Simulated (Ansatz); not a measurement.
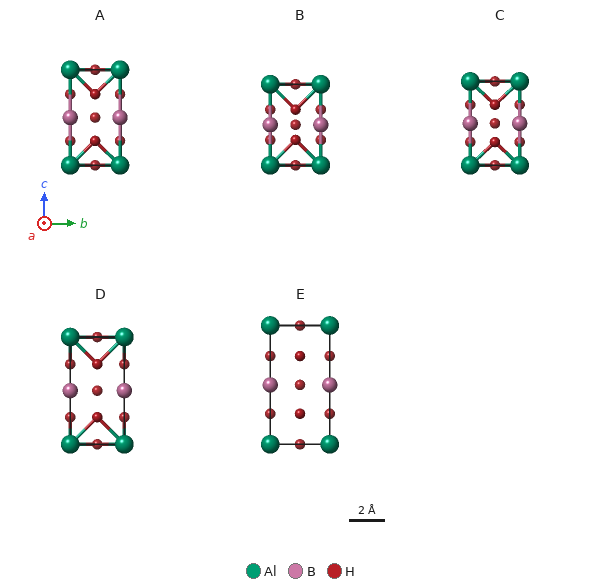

5 geometries from one relaxation of crystalline AlBH6 (built on the AlSiNi6-123 type type), in shuffled order. The picture is a ball-and-stick view of the cell of the calculation, seen along the a axis.

Theory: DFT, PBEsol, plane waves, PAW (Ansatz). (plane-wave cutoff 420 eV; k-point mesh 6 × 6 × 4; occupations fermi dirac; smearing width 0.03 eV; no spin polarisation; cell and atoms relaxed; force threshold 0.01 eV/Å; at most 120 steps)

Order the frames from highest to lowest energy.

E, D, A, C, B. They are steps 0, 2, 4, 6, 15, at +675 meV per atom, +323 meV per atom, +111 meV per atom, +26.1 meV per atom relative to the last. The energy falls by 675 meV per atom in 12 accepted moves (15 points after the start). Largest force component: 0.18 eV/Å at the start, 0.00013 eV/Å at the end. Pressure: −21.63 GPa at the start and −0.01 GPa at the end. The line search rejected the trial step at point 10 of the run. The SCF was repeated twice at an unchanged geometry on a basis and grid sized afresh for the cell, which shifted the energy by 1.6 meV per atom at most. The largest moves relative to the cell, 0.26 Å, are those of H atoms. B and Al stay in place. The volume changes by −50.7 %, with a = b 3.404 → 2.893 Å (−15.0 %), c 6.795 → 4.636 Å (−31.8 %). Among the contacts that change: Al–B 3.397 → 2.318 Å, Al–H 2.438 → 2.047 Å, Al–H 2.407 → 2.046 Å. New bonds form, among them: Al–B (3.40 → 2.32 Å). The space group stays P4/mmm (No. 123).
